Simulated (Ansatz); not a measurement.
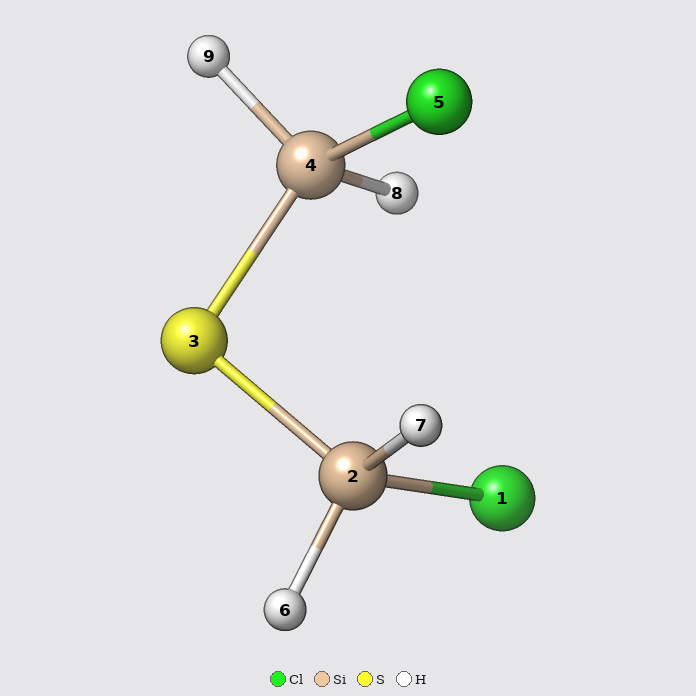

Numbered structure. Computed geometry: PBE0-D4/def2-TZVP optimisation. No frequency run is at hand to confirm it as a minimum.

List the bonds and their lengths.

| bond | length (Å) | order |
| --- | --- | --- |
| Cl1–Si2 | 2.051 | single |
| Si2–S3 | 2.129 | single |
| Si2–H6 | 1.478 | single |
| Si2–H7 | 1.476 | single |
| S3–Si4 | 2.129 | single |
| Si4–Cl5 | 2.051 | single |
| Si4–H8 | 1.476 | single |
| Si4–H9 | 1.478 | single |
